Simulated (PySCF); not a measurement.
# One shape, several levels: CH5BFInS (SMILES FB(S)[CH2][InH2])

We compute a comparison of 3 runs (HF/STO-3G, HF/def2-SVP, PBE0/def2-SVP) of CH5BFInS. 

The results are computed with PySCF 2.14.0.

## (1) Starting point

CH5BFInS: 10 atoms, total charge 0, spin state singlet. SMILES: `FB(S)[CH2][InH2]`. The shape comes from GFN2-xTB, which is rough for such elements, and wasn't checked as a minimum. This is one conformer, not always the lowest.

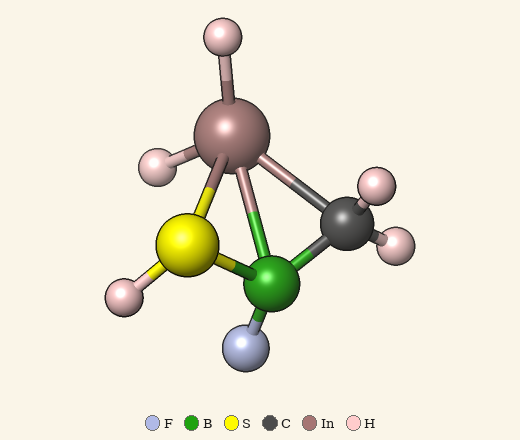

Viewed from a chosen angle; fluorine light blue, boron green, sulfur yellow, carbon dark grey, indium brown, hydrogen pink.

## (2) Energy and forces at HF/STO-3G (run 1)

run.py reads:

```python
import pyscf.grad
from pyscf import gto, scf

molecule = gto.Mole()
molecule.atom = '''
F       -0.894720      -1.093430       1.520180
B        0.039580      -0.919930       0.586370
S        1.499420       0.087770       1.134230
C       -0.232970      -1.048830      -0.894270
In      -0.326280       1.252390      -0.681710
H        1.047000       0.348460       2.356610
H       -1.097610      -1.627050      -1.211620
H        0.611530      -1.190230      -1.569780
H       -1.418520       2.032000       0.379380
H        0.772560       2.158860      -1.619380
'''
molecule.verbose = 4
molecule.spin = 0
molecule.basis = 'sto-3g'
molecule.max_memory = 1860
molecule.build()

mf = scf.RHF(molecule)
mf.conv_tol = 1e-10
mf.kernel()
if not mf.converged:
    mf = mf.newton().run(mf.mo_coeff, mf.mo_occ)

e_tot = mf.e_tot
print(f'total energy: {e_tot:.8f} hartree')
grad = mf.Gradients().kernel()
mf.analyze()
```

The run is started by

```bash
$ OMP_NUM_THREADS=1 python run.py
```

Output:

```text
PySCF version 2.14.0

[... 79 lines left out ...]
Nuclear Repulsion Energy =             539.017210441121279
[... 7 lines left out ...]
MO #2   energy= -145.996418108084  occ= 2
[... 5 lines left out ...]
MO #8   energy= -25.9387730237807  occ= 2
[... 5 lines left out ...]
MO #14  energy= -16.5682207898983  occ= 2
[... 5 lines left out ...]
MO #20  energy= -6.31945844348126  occ= 2
[... 5 lines left out ...]
MO #26  energy= -3.03312131586842  occ= 2
[... 5 lines left out ...]
MO #32  energy= -0.554041639073362 occ= 2
[... 5 lines left out ...]
MO #38  energy= -0.520630102886361 occ= 2
[... 5 lines left out ...]
MO #44  energy= -0.315140058649724 occ= 2
[... 5 lines left out ...]
MO #50  energy= 0.506823708780593  occ= 0
[... 5 lines left out ...]
MO #56  energy= 0.88919530072485   occ= 0
[... 30 lines left out ...]
pop of  4 In 5s           0.99725
pop of  4 In 2px          2.00000
pop of  4 In 2py          2.00000
pop of  4 In 2pz          2.00000
pop of  4 In 3px          1.99997
pop of  4 In 3py          1.99996
pop of  4 In 3pz          1.99997
pop of  4 In 4px          1.99909
pop of  4 In 4py          1.99934
pop of  4 In 4pz          1.99900
pop of  4 In 5px          0.52842
pop of  4 In 5py          0.62039
pop of  4 In 5pz          0.49032
pop of  4 In 3dxy         1.99998
pop of  4 In 3dyz         1.99998
pop of  4 In 3dz^2        2.00000
pop of  4 In 3dxz         1.99997
pop of  4 In 3dx2-y2      1.99999
pop of  4 In 4dxy         1.98348
pop of  4 In 4dyz         1.98142
pop of  4 In 4dz^2        1.99690
pop of  4 In 4dxz         1.96820
pop of  4 In 4dx2-y2      1.98947
pop of  5 H 1s            1.02266
pop of  6 H 1s            0.97540
pop of  7 H 1s            0.97383
pop of  8 H 1s            1.15611
pop of  9 H 1s            1.15410
 ** Mulliken atomic charges  **
charge of    0F =     -0.10930
charge of    1B =      0.09156
charge of    2S =      0.11582
charge of    3C =     -0.26332
charge of    4In =      0.44735
charge of    5H =     -0.02266
charge of    6H =      0.02460
charge of    7H =      0.02617
charge of    8H =     -0.15611
charge of    9H =     -0.15410
Dipole moment(X, Y, Z, Debye):  0.09892, -0.22203,  0.37164
```

It took 7.2 s on 1 thread of Intel Xeon at 2.70GHz, shared host; peak memory 0.13 GiB.

## (3) Energy and gradient at HF/def2-SVP (core potential) (run 2)

run.py reads:

```python
# FB(S)[CH2][InH2]
from pyscf import gto, scf

mol = gto.Mole()
mol.atom = '''
F   -0.894720  -1.093430   1.520180
B    0.039580  -0.919930   0.586370
S    1.499420   0.087770   1.134230
C   -0.232970  -1.048830  -0.894270
In  -0.326280   1.252390  -0.681710
H    1.047000   0.348460   2.356610
H   -1.097610  -1.627050  -1.211620
H    0.611530  -1.190230  -1.569780
H   -1.418520   2.032000   0.379380
H    0.772560   2.158860  -1.619380
'''
mol.verbose = 4
mol.max_memory = 1860
mol.ecp = {'In': 'def2-svp'}
mol.charge = 0
mol.basis = 'def2-svp'
mol.build()

calc0 = scf.RHF(mol)
calc0.conv_tol = 1e-10
calc0.kernel()
if not calc0.converged:
    calc0 = calc0.newton().run(calc0.mo_coeff, calc0.mo_occ)

e_tot = calc0.e_tot
print(f'total energy: {e_tot:.8f} hartree')
grad = calc0.nuc_grad_method().kernel()
calc0.analyze()
```

The run is started by

```bash
$ OMP_NUM_THREADS=1 python run.py
```

Output:

```text
PySCF version 2.14.0

[... 90 lines left out ...]
MO #1   energy= -91.9466352178913  occ= 2
[... 10 lines left out ...]
MO #12  energy= -3.63829045226649  occ= 2
[... 10 lines left out ...]
MO #23  energy= -0.688788505716368 occ= 2
[... 10 lines left out ...]
MO #34  energy= 0.141662232999984  occ= 0
[... 10 lines left out ...]
MO #45  energy= 0.34838602139255   occ= 0
[... 10 lines left out ...]
MO #56  energy= 0.676929761075355  occ= 0
[... 10 lines left out ...]
MO #67  energy= 0.993056025217834  occ= 0
[... 10 lines left out ...]
MO #78  energy= 1.65979795247141   occ= 0
[... 10 lines left out ...]
MO #89  energy= 1.96420655697515   occ= 0
[... 10 lines left out ...]
MO #100 energy= 2.83079744288945   occ= 0
[... 10 lines left out ...]
MO #111 energy= 61.6822072840876   occ= 0
[... 85 lines left out ...]
pop of  4 In 5dz^2        0.13641
pop of  4 In 5dxz         0.16660
pop of  4 In 5dx2-y2      0.00616
pop of  5 H 1s            0.89006
pop of  5 H 2s            0.01253
pop of  5 H 2px           0.00120
pop of  5 H 2py           0.00075
pop of  5 H 2pz           0.00586
pop of  6 H 1s            0.88329
pop of  6 H 2s            0.00952
pop of  6 H 2px           0.00112
pop of  6 H 2py           0.00087
pop of  6 H 2pz           0.00053
pop of  7 H 1s            0.88698
pop of  7 H 2s            0.01010
pop of  7 H 2px           0.00109
pop of  7 H 2py           0.00046
pop of  7 H 2pz           0.00092
pop of  8 H 1s            1.53545
pop of  8 H 2s            0.02186
pop of  8 H 2px           0.01452
pop of  8 H 2py           0.01325
pop of  8 H 2pz           0.00962
pop of  9 H 1s            1.53010
pop of  9 H 2s            0.02096
pop of  9 H 2px           0.01458
pop of  9 H 2py           0.01445
pop of  9 H 2pz           0.00849
 ** Mulliken atomic charges  **
charge of    0F =     -0.35385
charge of    1B =      0.22265
charge of    2S =     -0.18588
charge of    3C =     -0.75923
charge of    4In =      1.96485
charge of    5H =      0.08960
charge of    6H =      0.10468
charge of    7H =      0.10045
charge of    8H =     -0.59469
charge of    9H =     -0.58857
Dipole moment(X, Y, Z, Debye):  0.16652, -0.36760, -0.22133
```

Wall time 24 s (1 thread of Intel Xeon at 2.70GHz, shared host); peak memory 0.26 GiB.

## (4) Energy and gradient at PBE0/def2-SVP (core potential) (run 3)

input.py reads:

```python
# FB(S)[CH2][InH2]
import pyscf.grad
from pyscf import gto, dft

molecule = gto.M(
    atom='''
F     -1.690776    -2.066283     2.872724
B      0.074795    -1.738416     1.108079
S      2.833493     0.165861     2.143384
C     -0.440249    -1.982001    -1.689925
In    -0.616580     2.366674    -1.288245
H      1.978543     0.658494     4.453347
H     -2.074182    -3.074679    -2.289630
H      1.155624    -2.249209    -2.966454
H     -2.680614     3.839923     0.716924
H      1.459927     4.079654    -3.060185
''',
    basis='def2-svp',
    max_memory=1860,
    verbose=4,
    ecp={'In': 'def2-svp'},
    unit='bohr',
)

mf = dft.RKS(molecule)
mf.xc = 'pbe0'
mf.grids.level = 5
mf.conv_tol = 1e-10
mf.kernel()
if not mf.converged:
    mf = mf.newton().run(mf.mo_coeff, mf.mo_occ)

e_final = mf.e_tot
print('E(%s) = %.9f' % ('PBE0', e_final))
grad = mf.Gradients().kernel()
dip = mf.dip_moment()
pop, q = mf.mulliken_pop()
```

The run is started by

```bash
$ OMP_NUM_THREADS=1 python input.py
```

Output:

```text
PySCF version 2.14.0

[... 83 lines left out ...]
converged SCF energy = -753.627586207978
[... 13 lines left out ...]
Dipole moment(X, Y, Z, Debye):  0.20206, -0.27428, -0.01786
[... 83 lines left out ...]
pop of  4 In 5dyz         0.09147
pop of  4 In 5dz^2        0.08228
pop of  4 In 5dxz         0.09311
pop of  4 In 5dx2-y2      0.09954
pop of  5 H 1s            0.70741
pop of  5 H 2s            0.14085
pop of  5 H 2px           0.00790
pop of  5 H 2py           0.00741
pop of  5 H 2pz           0.01761
pop of  6 H 1s            0.72228
pop of  6 H 2s            0.16294
pop of  6 H 2px           0.01143
pop of  6 H 2py           0.00850
pop of  6 H 2pz           0.00688
pop of  7 H 1s            0.72391
pop of  7 H 2s            0.15393
pop of  7 H 2px           0.01072
pop of  7 H 2py           0.00656
pop of  7 H 2pz           0.00990
pop of  8 H 1s            0.66729
pop of  8 H 2s            0.41361
pop of  8 H 2px           0.00312
pop of  8 H 2py           0.00215
pop of  8 H 2pz           0.00306
pop of  9 H 1s            0.66811
pop of  9 H 2s            0.42002
pop of  9 H 2px           0.00331
pop of  9 H 2py           0.00269
pop of  9 H 2pz           0.00252
 ** Mulliken atomic charges  **
charge of    0F =     -0.10478
charge of    1B =      0.21013
charge of    2S =     -0.15041
charge of    3C =     -0.32013
charge of    4In =      0.24932
charge of    5H =      0.11881
charge of    6H =      0.08797
charge of    7H =      0.09498
charge of    8H =     -0.08923
charge of    9H =     -0.09665
```

Wall time 66 s (1 thread of Intel Xeon at 2.70GHz, shared host); peak memory 1.1 GiB.

## (5) Overview of the runs

| run | level | core potential | integration grid | energy (Eh) | dipole moment (D) | HOMO energy (eV) | LUMO energy (eV) | wall time |
| --- | --- | --- | --- | --- | --- | --- | --- | --- |
| 1 | HF/STO-3G | – | – | -6238.874132 | 0.44 | -7.29 | 6.56 | 7.2 s |
| 2 | HF/def2-SVP (core potential) | def2-svp | – | -751.446391 | 0.46 | -9.88 | 1.61 | 24 s |
| 3 | PBE0/def2-SVP (core potential) | def2-svp | 5 | -753.627586 | 0.34 | -7.44 | -1.07 | 66 s |

## (6) Summary of results

| quantity | value |
| --- | --- |
| run 3: total energy | -753.62759 Eh |
| run 3: dipole moment | 0.34 D |
| run 3: HOMO energy | -7.44 eV |
| run 3: LUMO energy | -1.07 eV |
| run 3: HOMO–LUMO gap | 6.37 eV |
| run 3: largest force on an atom | 0.821 eV/Å |

In words: The dipole moment (its size) runs from 0.34 D (PBE0/def2-SVP) to 0.46 D (HF/def2-SVP). The HOMO–LUMO gap runs from 6.37 eV (PBE0/def2-SVP) to 13.84 eV (HF/STO-3G). The two ends differ in method and basis and core potential. Some runs of one species differ in core potentials or relativity; totals across that change don't compare. In run 1 the basis is minimal, so the values are rough. In run 1 relativity is left out where basis or elements ask for it. All runs together took 98 s, the longest 66 s.
